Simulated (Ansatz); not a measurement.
**HOF (hypofluorous acid) at PBE0/STO-3G**

Aim: the vertical singlet–triplet gap of HOF (hypofluorous acid) at PBE0/STO-3G, from 2 runs. 

The results are computed with Ansatz 0.2.0.

55 further runs of the same task are left out: 1 that didn't finish, 54 set aside as unsound or not needed.

## 1. The system as given

HOF has 3 atoms, charge 0, and is taken as a singlet. As SMILES, `OF`. Geometry: relaxed at PBE0-D4/def2-TZVP.

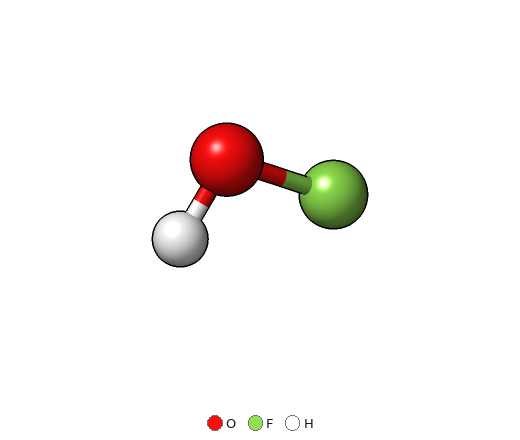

The structure, seen from a chosen angle (oxygen red, fluorine green, hydrogen white).

## 2. A single-point energy at PBE0/STO-3G

in.yaml reads:

```yaml
crystal:
  periodic: [false, false, false]
  atoms:
    - {symbol: O, position_ang: [0.430590, -0.210340, 0.216330]}
    - {symbol: F, position_ang: [-0.221910, 1.014620, -0.010980]}
    - {symbol: H, position_ang: [-0.208690, -0.804280, -0.205350]}
basis:
  gaussian: {orbitals: STO-3G}
hamiltonian: {xc: pbe0}
accuracy: high
```

Command:

```bash
$ ansatz run in.yaml --threads 1 --pin off --max-ram 3480MiB --events-out events.jsonl --progress --plain --runs-dir runs
```

The log of the run:

```text
Warning: RAYON_NUM_THREADS=1 ignored (pool sized by the plan → 1); use --threads N
Functional definition: PBE0
  name "PBE0"
  parameter a = 0.25
  parameter kappa = 0.804
  parameter beta = 0.06672455060314922
  exchange = (1 - a)*pbe_x(kappa = kappa, mu = beta*pi^2/3) + a*exact_x
  correlation = pbe_c(beta = beta)
168 factors; integrals over basis functions are off by at most 4.3e-8 eV
mean field evaluation 1: about -4705.1089 eV, gradient 7.5e0 eV
mean field evaluation 2: about -4705.3417 eV, gradient 1.4e0 eV
mean field evaluation 4: about -4705.3496 eV, gradient 1.6e-1 eV
mean field evaluation 8: about -4705.3553 eV, gradient 8.1e-4 eV
mean field -4705.35534683 eV, -172.9186195916 hartree, gradient 1.6e-8 eV, S^2 0.000000; 0 other end points of the search recorded, 0 dependent functions left out
reference -4705.35534758 eV, -172.9186196191 hartree; 9, 9 occupied and 2, 2 virtual orbitals, 168 factors
Total energy: -4705.35534758 eV, -172.9186196191 hartree
```

It took 0.44 s on 1 thread of Arm Neoverse V1, shared host.

## 3. The triplet

job.yaml reads:

```yaml
basis:
  gaussian: {orbitals: STO-3G}
crystal:
  periodic: [false, false, false]
  atoms:
    - {symbol: O, position_ang: [0.430590, -0.210340, 0.216330]}
    - {symbol: F, position_ang: [-0.221910, 1.014620, -0.010980]}
    - {symbol: H, position_ang: [-0.208690, -0.804280, -0.205350]}
magnetization: {spin_polarized: true, initial_magnetization: 2}
hamiltonian: {xc: {name: PBE0}}
accuracy: high
```

Command:

```bash
$ ansatz run job.yaml --threads 1 --pin off --max-ram 3480MiB --events-out events.jsonl --progress --plain --runs-dir runs
```

The log of the run, cut to the lines that bear on the results:

```text
Warning: RAYON_NUM_THREADS=1 ignored (pool sized by the plan → 1); use --threads N
[... 7 set-up lines as earlier in the session ...]
168 factors; integrals over basis functions are off by at most 4.3e-8 eV
mean field evaluation 1: about -4700.4495 eV, gradient 4.8e0 eV
mean field evaluation 2: about -4700.6696 eV, gradient 1.4e0 eV
mean field evaluation 4: about -4700.7474 eV, gradient 2.1e-1 eV
mean field evaluation 8: about -4700.7480 eV, gradient 2.8e-3 eV
mean field evaluation 16: about -4700.7480 eV, gradient 1.1e-7 eV
mean field -4700.74800126 eV, -172.7493027649 hartree, gradient 2.3e-8 eV, S^2 2.001376; 1 other end points of the search recorded, 0 dependent functions left out
reference -4700.74800200 eV, -172.7493027922 hartree; 10, 8 occupied and 1, 3 virtual orbitals, 168 factors
Total energy: -4700.74800200 eV, -172.7493027922 hartree
```

Run time: 0.85 s. Hardware: 1 thread of Arm Neoverse V1, shared host; peak memory 0.096 GiB.

## 4. Summary of results

At PBE0/STO-3G:

| quantity | value |
| --- | --- |
| singlet: total energy | -172.91862 Eh |
| triplet: total energy | -172.74930 Eh |
| triplet: ⟨S²⟩ | 2.001 |
| vertical energy of the triplet above the singlet | 4.607 eV |

At this shape the triplet lies 4.61 eV (445 kJ/mol) above the singlet. In a minimal basis such a difference can be off by several eV, whatever the method.
